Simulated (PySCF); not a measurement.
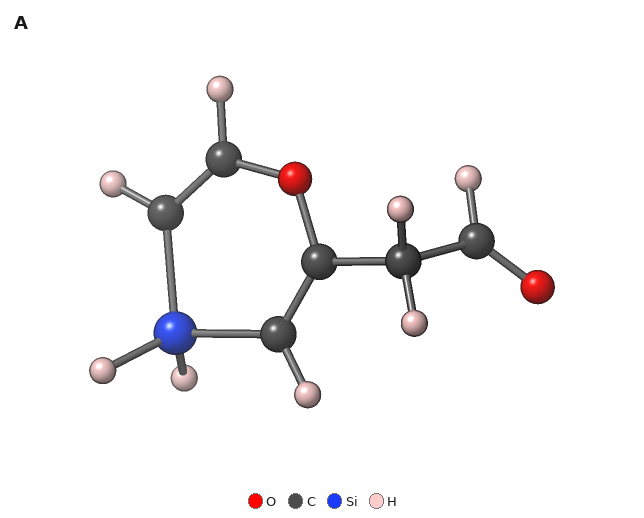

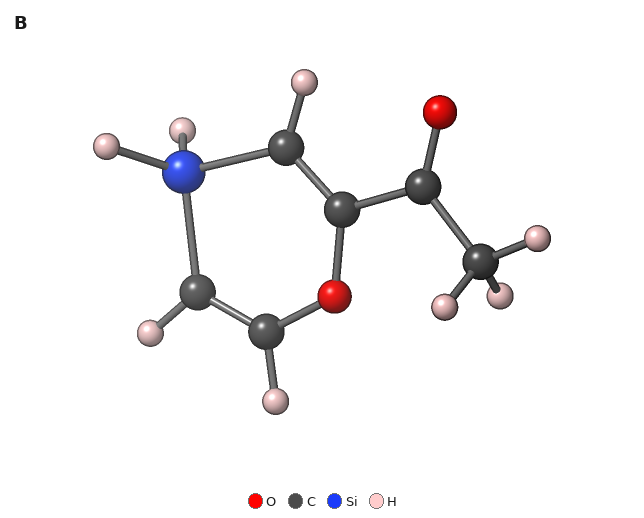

2 stationary structures of one formula. Geometries: GFN2-xTB. Electronic energies: PBE0/pcSseg-1 (PySCF 2.14.0), without zero-point energy. No frequency run is at hand to confirm each as a minimum. Each is one conformer, not always the lowest.

Question: Are they conformers, stereoisomers or constitutional isomers?

Answer: They are constitutional isomers of C6H8O2Si: A `O=CCC1=C[SiH2]C=CO1`, B `CC(=O)C1=C[SiH2]C=CO1`.

Question: Which is lowest in energy, and by how much?

Answer: B is lowest; A lies 0.348 eV above it.

The geometry is semi-empirical. Around Si such bond lengths and angles can be off by a tenth of an ångström or more and by several degrees, and values that hang on the shape move with them.
